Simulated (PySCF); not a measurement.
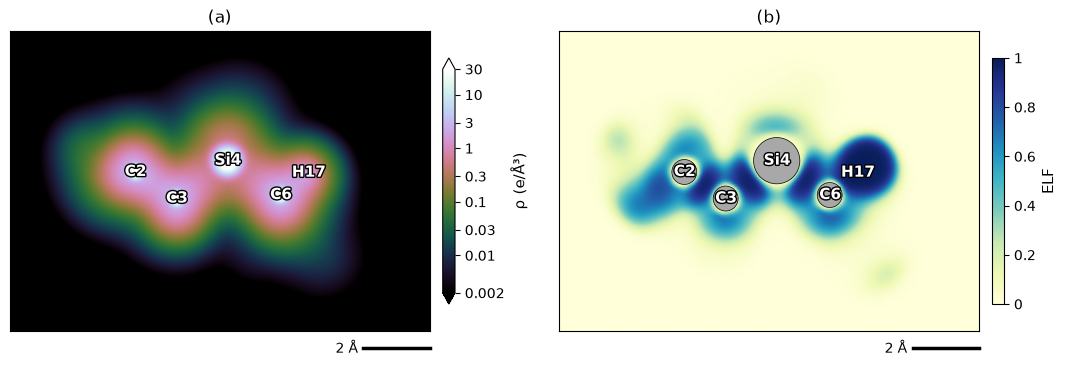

Figure 1: C4H12FPSi2. (a) total electron density; (b) ELF on the plane of atoms C3, Si4 and C6. Grey discs cover the atomic cores in the ELF map.

Geometry: GFN2-xTB.

Computed with PBE0/pcSseg-1, SCF density, gas phase, non-relativistic in PySCF.

```xyz
20

C     3.1666   -0.5944    0.3932
C     1.9875   -0.6634    0.9863
C     0.6979   -0.8709    0.2772
Si   -0.2789    0.7785    0.1469
P     0.8865    2.3715   -0.9412
C    -1.9132    0.5141   -0.8045
Si   -3.1867   -0.5820    0.0600
F    -2.4678   -1.9878    0.3925
H     3.2732   -0.7246   -0.6720
H     4.0751   -0.4184    0.9433
H     1.9119   -0.5265    2.0573
H     0.0910   -1.6006    0.8114
H     0.8841   -1.2608   -0.7251
H    -0.5538    1.3076    1.4950
H     2.0510    2.1597   -0.2296
H     1.2980    1.5385   -1.9669
H    -2.3555    1.4911   -0.9932
H    -1.6859    0.0940   -1.7853
H    -4.2974   -0.9484   -0.8075
H    -3.5889   -0.0666    1.3592
```

**Read the bonding off the picture.**

The plane passes through C, Si and H nuclei.
C–Si (1.91 Å): the density is about 0.88 e/Å³ at the midpoint; the ELF peaks at about 0.95 between the atoms; a covalent bond.
C–H (1.09 Å): ρ at the midpoint is about 1.9 e/Å³; the ELF climbs to about 1 towards the hydrogen, as it does in any bond to H; a covalent bond by its length.
C–C (1.49 Å): ρ is about 1.7 e/Å³ halfway; the ELF peaks at about 0.95 between the atoms (a shared electron pair).
